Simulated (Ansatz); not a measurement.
# NH₃ (singlet): one geometry, many settings at distance N1–H4 = 1.637 Å

Aim: run NH₃ (singlet) at one geometry under a spread of methods and options, and see what each costs and gives.

Method: the settings change from run to run; program: Ansatz 0.2.0, Gaussian basis.

15 further runs of the same task are left out: 2 for a known fault of the program, 10 that didn't finish, 3 set aside as unsound or not needed.

## 1. The geometry

The geometry derives from a PBE0/def2-TZVP stationary point (not a proven minimum). One bond is set to the value named and the two fragments are kept rigid.

4 atoms, charge 0, spin multiplicity 1.

Atoms are counted from 1 here; the program's logs count them from 0.

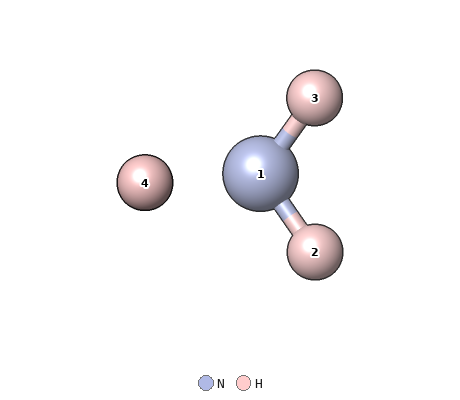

The structure; nitrogen light blue, hydrogen pink; atoms are numbered from 1 in the order of the file.

## 2. HF/6-31G

The input, in.yaml:

```yaml
crystal:
  periodic: [false, false, false]
  atoms:
    - {symbol: N, position_ang: [0.017180, 0.029869, -0.080334]}
    - {symbol: H, position_ang: [0.955366, 0.042894, 0.300078]}
    - {symbol: H, position_ang: [-0.465767, 0.838151, 0.291850]}
    - {symbol: H, position_ang: [-0.728336, -1.296119, 0.524422]}
basis:
  gaussian: {orbitals: 6-31G}
magnetization: {spin_polarized: false}
hamiltonian: {xc: hf}
output: {forces: true, orbitals: {seedname: orbitals}}
```

Started as:

```console
ansatz run in.yaml --threads 1 --pin off --events-out ev --progress --plain --max-ram 2393MiB
```

The program printed:

```text
Functional definition: HF
  name "HF"
  cite "Fock, Z. Phys. 61, 126 (1930) doi:10.1007/BF01340294"
  parent pbe
  exchange = exact_x
  correlation = 0
228 factors; integrals over basis functions are off by at most 2.8e-4 eV
mean field evaluation 1: about -1522.9459 eV, gradient 2.7e1 eV
mean field evaluation 2: about -1522.9444 eV, gradient 2.7e1 eV
mean field evaluation 4: about -1524.8980 eV, gradient 1.8e0 eV
mean field evaluation 8: about -1524.9228 eV, gradient 1.1e-4 eV
mean field -1524.92280088 eV, -56.0398793026 hartree, gradient 1.7e-5 eV, S^2 0.000000; 0 other end points of the search recorded, 0 dependent functions left out
the calculation of the forces begins
reference -1524.92280088 eV, -56.0398793026 hartree; 5, 5 occupied and 10, 10 virtual orbitals, 228 factors
Total energy: -1524.92280088 eV, -56.0398793026 hartree
Atom 0 at     0.017180     0.029869    -0.080334 Å, force    -2.038657    -3.624812     1.767951 eV/Å
Atom 1 at     0.955366     0.042894     0.300078 Å, force    -0.297126    -0.710542     0.044462 eV/Å
Atom 2 at    -0.465767     0.838151     0.291850 Å, force    -0.450565    -0.624679     0.043573 eV/Å
Atom 3 at    -0.728336    -1.296119     0.524422 Å, force     2.786348     4.960034    -1.855987 eV/Å
Dipole moment:     0.053368     0.099997     0.447346 e Å
```

Wall time 0.09 s (1 thread of Arm Neoverse V2, shared host).

## 3. MP2 on RHF/6-31G

in.yaml: that of step 2 with these lines changed.

```diff
@@ -10,3 +10,4 @@
 magnetization: {spin_polarized: false}
-hamiltonian: {xc: hf}
-output: {forces: true, orbitals: {seedname: orbitals}}
+hamiltonian: {pseudopotentials: {relativity: scalar}}
+correlation: {method: mp2, electrons: outside_noble_gas}
+output: {forces: true}
```

The command is unchanged.

The program printed, shortened:

```text
Functional definition: HF
  name "HF"
  cite "Fock, Z. Phys. 61, 126 (1930) doi:10.1007/BF01340294"
  parent pbe
[...]
228 factors; integrals over basis functions are off by at most 2.8e-4 eV
[...]
mean field -1525.66851455 eV, -56.0672837744 hartree, gradient 1.7e-6 eV, S^2 0.000000; 0 other end points of the search recorded, 0 dependent functions left out; unrestricted orbitals would lower it
[...]
1 core orbitals not correlated: weight in the atoms' cores, before any rotation towards them, 1.000 or more for the frozen orbitals, at most 0.000 for the correlated occupied ones
reference -1525.66851455 eV, -56.0672837744 hartree; 4, 4 occupied and 10, 10 virtual orbitals, 228 factors
second order -3.66438709 eV of doubles, -0.00000000 eV of singles
[...]
Total energy: -1529.33290164 eV, -56.2019475161 hartree
Relativity: scalar
Atom 0 at     0.017180     0.029869    -0.080334 Å, force    -2.092678    -3.735195     0.429640 eV/Å
Atom 1 at     0.955366     0.042894     0.300078 Å, force     0.620575    -0.657895     0.521660 eV/Å
Atom 2 at    -0.465767     0.838151     0.291850 Å, force    -0.889881     0.187346     0.512914 eV/Å
Atom 3 at    -0.728336    -1.296119     0.524422 Å, force     2.361984     4.205744    -1.464214 eV/Å
Dipole moment:     0.039644     0.075387     0.439079 e Å
```

Run time: 0.09 s. Hardware: 1 thread of Arm Neoverse V2, shared host.

## 4. CASCI(6,4)/6-31G

in.yaml: that of step 3 with these lines changed.

```diff
@@ -9,5 +9,2 @@
   gaussian: {orbitals: 6-31G}
-magnetization: {spin_polarized: false}
-hamiltonian: {pseudopotentials: {relativity: scalar}}
-correlation: {method: mp2, electrons: outside_noble_gas}
-output: {forces: true}
+correlation: {active_space: {window: {electrons: 6, orbitals: 4}, fixed_orbitals: true}}
```

Same command.

The program printed:

```text
Functional definition: HF
  name "HF"
  cite "Fock, Z. Phys. 61, 126 (1930) doi:10.1007/BF01340294"
  parent pbe
  exchange = exact_x
  correlation = 0
228 factors; integrals over basis functions are off by at most 2.8e-4 eV
mean field evaluation 1: about -1522.9459 eV, gradient 2.7e1 eV
mean field evaluation 2: about -1522.9444 eV, gradient 2.7e1 eV
mean field evaluation 4: about -1524.8980 eV, gradient 1.8e0 eV
mean field evaluation 8: about -1524.9228 eV, gradient 1.1e-4 eV
mean field -1524.92280088 eV, -56.0398793026 hartree, gradient 1.7e-6 eV, S^2 0.000000; 0 other end points of the search recorded, 0 dependent functions left out
reference -1524.92280088 eV, -56.0398793026 hartree; 5, 5 occupied and 10, 10 virtual orbitals, 228 factors
state -1525.76029076 eV, -56.0706564880 hartree
Total energy: -1525.76029076 eV, -56.0706564880 hartree
```

It took 0.06 s on 1 thread of Arm Neoverse V2, shared host.

From the report: 10 determinants; active occupations 2.00, 2.00, 1.89, 0.11.

## 5. CCSD(T) on UHF/def2-mTZVP

in.yaml: that of step 4 with these lines changed.

```diff
@@ -8,3 +8,4 @@
 basis:
-  gaussian: {orbitals: 6-31G}
-correlation: {active_space: {window: {electrons: 6, orbitals: 4}, fixed_orbitals: true}}
+  gaussian: {orbitals: def2-mTZVP}
+magnetization: {spin_polarized: true, initial_magnetization: 0}
+correlation: {method: ccsd_t, electrons: outside_noble_gas}
```

The command is unchanged.

The program printed, shortened:

```text
Functional definition: HF
  name "HF"
  cite "Fock, Z. Phys. 61, 126 (1930) doi:10.1007/BF01340294"
  parent pbe
[...]
264 factors; integrals over basis functions are off by at most 1.0e-3 eV
[...]
mean field -1526.46244274 eV, -56.0964600973 hartree, gradient 3.8e-6 eV, S^2 0.508929; 5 other end points of the search recorded, 0 dependent functions left out
determinant -1526.46244274 eV, -56.0964600973 hartree, with singles and doubles -1532.01380260 eV, -56.3004688091 hartree
determinant -1526.11441114 eV, -56.0836701720 hartree, with singles and doubles -1532.07952680 eV, -56.3028841292 hartree
1 core orbitals not correlated: weight in the atoms' cores, before any rotation towards them, 1.000 or more for the frozen orbitals, at most 0.000 for the correlated occupied ones
reference -1526.46244274 eV, -56.0964600973 hartree; 4, 4 occupied and 23, 23 virtual orbitals, 264 factors
second order -4.46335325 eV of doubles, -0.00000000 eV of singles
cycle   1  -5.55728988 eV  change   -5.9e-3 eV  update   6.2e-3
[...]
cycle  11  -5.58515470 eV  change   -5.1e-6 eV  update   4.4e-6
perturbative correction -0.19473718 eV, -0.0071564594 hartree
Total energy: -1532.24233463 eV, -56.3088672063 hartree
```

Wall time 0.57 s (1 thread of Arm Neoverse V2, shared host).

From the report: ⟨S²⟩ of the determinant 0.509 (pure singlet: 0.00); correlation -5.7799 eV; T1 0.098; largest double amplitude 0.09. The determinant is far from a pure spin state, so its energy mixes those of several spin states (harmless only where they are near-degenerate, as at dissociation).

## 6. BCCD on UHF/6-31G*

in.yaml: that of step 5 with these lines changed.

```diff
@@ -8,4 +8,6 @@
 basis:
-  gaussian: {orbitals: def2-mTZVP}
+  gaussian: {orbitals: "6-31G*", fitting: {mean_field: def2-universal-jkfit}}
 magnetization: {spin_polarized: true, initial_magnetization: 0}
-correlation: {method: ccsd_t, electrons: outside_noble_gas}
+correlation: {method: bccd, electrons: outside_noble_gas}
+scf: {lower_state_search: full}
+output: {forces: true}
```

Launched as before.

The program printed, shortened:

```text
Functional definition: HF
  name "HF"
  cite "Fock, Z. Phys. 61, 126 (1930) doi:10.1007/BF01340294"
  parent pbe
[...]
131 factors; integrals over basis functions are off by at most 1.5e-1 eV
[...]
mean field -1525.84246862 eV, -56.0736764687 hartree, gradient 1.2e-6 eV, S^2 0.511067; 8 other end points of the search recorded, 0 dependent functions left out
1 core orbitals not correlated: weight in the atoms' cores, before any rotation towards them, 1.000 or more for the frozen orbitals, at most 0.000 for the correlated occupied ones
reference -1525.84246862 eV, -56.0736764687 hartree; 4, 4 occupied and 16, 16 virtual orbitals, 131 factors
second order -4.16961819 eV of doubles, -0.00000000 eV of singles
cycle   1  -4.56815558 eV  change   -4.0e-1 eV  update   7.2e-2
[...]
cycle  18  -5.33074705 eV  change    9.3e-7 eV  update   1.1e-6
[...]
Total energy: -1531.17321567 eV, -56.2695778094 hartree
Atom 0 at     0.017180     0.029869    -0.080334 Å, force    -1.860341    -3.327778    -0.321448 eV/Å
Atom 1 at     0.955366     0.042894     0.300078 Å, force     0.259920    -0.446970     0.734375 eV/Å
Atom 2 at    -0.465767     0.838151     0.291850 Å, force    -0.523360    -0.008652     0.729840 eV/Å
Atom 3 at    -0.728336    -1.296119     0.524422 Å, force     2.123782     3.783400    -1.142768 eV/Å
Dipole moment:     0.053575     0.099474     0.360897 e Å
```

It took 0.48 s on 1 thread of Arm Neoverse V2, shared host.

From the report: ⟨S²⟩ of the determinant 0.511 (pure singlet: 0.00); correlation -5.3307 eV; largest double amplitude 0.14. The determinant is far from a pure spin state, so its energy mixes those of several spin states (harmless only where they are near-degenerate, as at dissociation).

## 7. CCSDTQ on RHF/6-31G

The input, in.yaml:

```yaml
crystal:
  periodic: [false, false, false]
  atoms:
    - {symbol: N, position_ang: [0.017180, 0.029869, -0.080334]}
    - {symbol: H, position_ang: [0.955366, 0.042894, 0.300078]}
    - {symbol: H, position_ang: [-0.465767, 0.838151, 0.291850]}
    - {symbol: H, position_ang: [-0.728336, -1.296119, 0.524422]}
basis:
  gaussian: {orbitals: 6-31G}
magnetization: {spin_polarized: false}
correlation: {method: ccsdtq, electrons: valence}
output: {forces: true}
```

Launched as before.

The program printed, shortened:

```text
Functional definition: HF
  name "HF"
  cite "Fock, Z. Phys. 61, 126 (1930) doi:10.1007/BF01340294"
  parent pbe
[...]
344 factors; integrals over basis functions are off by at most 1.9e-7 eV
[...]
mean field -1524.92280521 eV, -56.0398794617 hartree, gradient 1.7e-6 eV, S^2 0.000000; 0 other end points of the search recorded, 0 dependent functions left out; unrestricted orbitals would lower it
1 core orbitals not correlated: weight in the atoms' cores, before any rotation towards them, 1.000 or more for the frozen orbitals, at most 0.000 for the correlated occupied ones
reference -1524.92280521 eV, -56.0398794617 hartree; 4, 4 occupied and 10, 10 virtual orbitals, 344 factors
second order -3.66334065 eV of doubles, -0.00000000 eV of singles
cycle   1  -3.90978451 eV  change   -2.5e-1 eV  update   7.2e-2
[...]
cycle  14  -4.36372606 eV  change    3.8e-7 eV  update   5.6e-7
[...]
Total energy: -1529.28653127 eV, -56.2002434365 hartree
Atom 0 at     0.017180     0.029869    -0.080334 Å, force    -1.748842    -3.126046    -0.081613 eV/Å
Atom 1 at     0.955366     0.042894     0.300078 Å, force     0.733160    -0.645676     0.603683 eV/Å
Atom 2 at    -0.465767     0.838151     0.291850 Å, force    -0.939075     0.290095     0.594001 eV/Å
Atom 3 at    -0.728336    -1.296119     0.524422 Å, force     1.954757     3.481627    -1.116071 eV/Å
Dipole moment:     0.068365     0.126474     0.416051 e Å
```

Wall time 4.7 s (1 thread of Arm Neoverse V2, shared host).

From the report: correlation -4.3637 eV; T1 0.016; largest double amplitude 0.14.

## 8. CASSCF(8,6)/6-31G

in.yaml: that of step 7 with these lines changed.

```diff
@@ -9,4 +9,3 @@
   gaussian: {orbitals: 6-31G}
-magnetization: {spin_polarized: false}
-correlation: {method: ccsdtq, electrons: valence}
+correlation: {active_space: {window: {electrons: 8, orbitals: 6}}}
 output: {forces: true}
```

Same command.

The program printed, shortened:

```text
Functional definition: HF
  name "HF"
  cite "Fock, Z. Phys. 61, 126 (1930) doi:10.1007/BF01340294"
  parent pbe
[...]
228 factors; integrals over basis functions are off by at most 2.8e-4 eV
[...]
mean field -1524.92280088 eV, -56.0398793026 hartree, gradient 1.7e-6 eV, S^2 0.000000; 0 other end points of the search recorded, 0 dependent functions left out
reference -1524.92280088 eV, -56.0398793026 hartree; 5, 5 occupied and 10, 10 virtual orbitals, 228 factors
state -1526.99528897 eV, -56.1160418349 hartree
[...]
WARN: the results are in doubt because the forces break the atoms' symmetry
Total energy: -1526.99528897 eV, -56.1160418349 hartree
Atom 0 at     0.017180     0.029869    -0.080334 Å, force    -0.625355    -3.027904     0.180349 eV/Å
Atom 1 at     0.955366     0.042894     0.300078 Å, force    -0.260270    -0.657469     0.214881 eV/Å
Atom 2 at    -0.465767     0.838151     0.291850 Å, force    -0.989537     0.284402     0.649229 eV/Å
Atom 3 at    -0.728336    -1.296119     0.524422 Å, force     1.875162     3.400971    -1.044459 eV/Å
Dipole moment:     0.092693     0.140047     0.414541 e Å
In doubt: the forces break the atoms' symmetry
```

It took 0.3 s on 1 thread of Arm Neoverse V2, shared host.

From the report: 225 determinants; active occupations 2.00, 2.00, 1.98, 1.86, 0.14, 0.02. Mind the lines of doubt at the end of the log.

## 9. CISDT/STO-3G

in.yaml: that of step 8 with these lines changed.

```diff
@@ -8,4 +8,5 @@
 basis:
-  gaussian: {orbitals: 6-31G}
-correlation: {active_space: {window: {electrons: 8, orbitals: 6}}}
+  gaussian: {orbitals: STO-3G}
+hamiltonian: {pseudopotentials: {relativity: scalar}}
+correlation: {active_space: {ras: {orbitals: [4, 0, 3], electrons: 8, max_holes: 3, max_particles: 3}, fixed_orbitals: true}}
 output: {forces: true}
```

Launched as before.

The program printed, shortened:

```text
Functional definition: HF
  name "HF"
  cite "Fock, Z. Phys. 61, 126 (1930) doi:10.1007/BF01340294"
  parent pbe
[...]
100 factors; integrals over basis functions are off by at most 9.0e-6 eV
[...]
mean field -1505.21447632 eV, -55.3156117339 hartree, gradient 1.3e-6 eV, S^2 0.000000; 0 other end points of the search recorded, 0 dependent functions left out
reference -1505.21447632 eV, -55.3156117339 hartree; 5, 5 occupied and 3, 3 virtual orbitals, 100 factors
state -1508.33671522 eV, -55.4303518968 hartree
[...]
Total energy: -1508.33671522 eV, -55.4303518968 hartree
Relativity: scalar
Atom 0 at     0.017180     0.029869    -0.080334 Å, force    -3.557413    -6.384881    -2.681119 eV/Å
Atom 1 at     0.955366     0.042894     0.300078 Å, force     2.342821    -0.175426     2.031672 eV/Å
Atom 2 at    -0.465767     0.838151     0.291850 Å, force    -1.392775     1.914989     2.010043 eV/Å
Atom 3 at    -0.728336    -1.296119     0.524422 Å, force     2.607367     4.645318    -1.360596 eV/Å
Dipole moment:     0.061171     0.112672     0.324672 e Å
```

It took 0.06 s on 1 thread of Arm Neoverse V2, shared host.

From the report: 329 determinants.

## 10. CCSDT(Q)/B on UHF/6-31G

The input, in.yaml:

```yaml
crystal:
  periodic: [false, false, false]
  atoms:
    - {symbol: N, position_ang: [0.017180, 0.029869, -0.080334]}
    - {symbol: H, position_ang: [0.955366, 0.042894, 0.300078]}
    - {symbol: H, position_ang: [-0.465767, 0.838151, 0.291850]}
    - {symbol: H, position_ang: [-0.728336, -1.296119, 0.524422]}
basis:
  gaussian: {orbitals: 6-31G}
magnetization: {spin_polarized: true, initial_magnetization: 0}
correlation: {method: ccsdt_q_b, electrons: outside_noble_gas}
accuracy: high
scf: {lower_state_search: full}
output: {forces: true}
```

Same command.

The program printed, shortened:

```text
Functional definition: HF
  name "HF"
  cite "Fock, Z. Phys. 61, 126 (1930) doi:10.1007/BF01340294"
  parent pbe
[...]
349 factors; integrals over basis functions are off by at most 2.5e-9 eV
[...]
mean field -1525.23683897 eV, -56.0514199894 hartree, gradient 3.8e-8 eV, S^2 0.486766; 8 other end points of the search recorded, 0 dependent functions left out
determinant -1525.23683897 eV, -56.0514199894 hartree, with singles and doubles -1529.12715411 eV, -56.1943864338 hartree
determinant -1522.58692222 eV, -55.9540373450 hartree, with singles and doubles -1525.58923731 eV, -56.0643703895 hartree
determinant -1524.92280523 eV, -56.0398794625 hartree, with singles and doubles -1529.17675522 eV, -56.1962092410 hartree
1 core orbitals not correlated: weight in the atoms' cores, before any rotation towards them, 1.000 or more for the frozen orbitals, at most 0.000 for the correlated occupied ones
reference -1525.23683897 eV, -56.0514199894 hartree; 4, 4 occupied and 10, 10 virtual orbitals, 349 factors
second order -2.85326916 eV of doubles, -0.00000000 eV of singles
cycle   1  -3.12466252 eV  change   -2.7e-1 eV  update   7.3e-2
[...]
cycle  30  -4.03661213 eV  change   7.5e-11 eV  update  6.1e-10
perturbative correction -0.01431922 eV, -0.0005262215 hartree
[...]
Total energy: -1529.28777031 eV, -56.2002889705 hartree
Atom 0 at     0.017180     0.029869    -0.080334 Å, force    -1.746309    -3.121582    -0.087627 eV/Å
Atom 1 at     0.955366     0.042894     0.300078 Å, force     0.735436    -0.645049     0.605019 eV/Å
Atom 2 at    -0.465767     0.838151     0.291850 Å, force    -0.939743     0.292370     0.595320 eV/Å
Atom 3 at    -0.728336    -1.296119     0.524422 Å, force     1.950616     3.474262    -1.112713 eV/Å
Dipole moment:     0.068446     0.126618     0.415920 e Å
```

Wall time 7.5 s (1 thread of Arm Neoverse V2, shared host).

From the report: ⟨S²⟩ of the determinant 0.487 (pure singlet: 0.00); correlation -4.0509 eV; T1 0.103; largest double amplitude 0.18.

## 11. The runs in one table

Where basis and cores are those of an earlier FCI/6-31G run (-1529.2877 eV), and the state is the same kind, the miss against it is given. † marks a result that the program doubts.

```
                            level         correlated  functions  energy (eV)  from FCI (meV)    time
                         HF/6-31G                            15   -1524.9228          4364.9  0.09 s
MP2 on RHF/6-31G (relativity set)  outside noble gas         15   -1529.3329                  0.09 s
                 CASCI(6,4)/6-31G                            15   -1525.7603          3527.4  0.06 s
        CCSD(T) on UHF/def2-mTZVP  outside noble gas         28   -1532.2423                  0.57 s
               BCCD on UHF/6-31G*  outside noble gas         21   -1531.1732                  0.48 s
              CCSDTQ on RHF/6-31G            valence         15   -1529.2865             1.2   4.7 s
              CASSCF(8,6)/6-31G †                            15   -1526.9953          2292.4   0.3 s
    CISDT/STO-3G (relativity set)  outside noble gas          8   -1508.3367                  0.06 s
          CCSDT(Q)/B on UHF/6-31G  outside noble gas         15   -1529.2878             0.0   7.5 s
```

## 12. Results

```
quantity                           value
    runs                               9
quickest        CASCI(6,4)/6-31G, 0.06 s
 slowest  CCSDT(Q)/B on UHF/6-31G, 7.5 s
```

In words: Total energies in different bases, with other cores or another treatment of relativity can't be set against each other. CCSDT(Q)/B on UHF/6-31G took 125 times as long as CASCI(6,4)/6-31G; the jobs differ in more than the method. Among the correlated runs with a miss given, it spans -0 to +1 meV. Hartree-Fock, CASSCF and CASCI lack dynamic correlation by design.
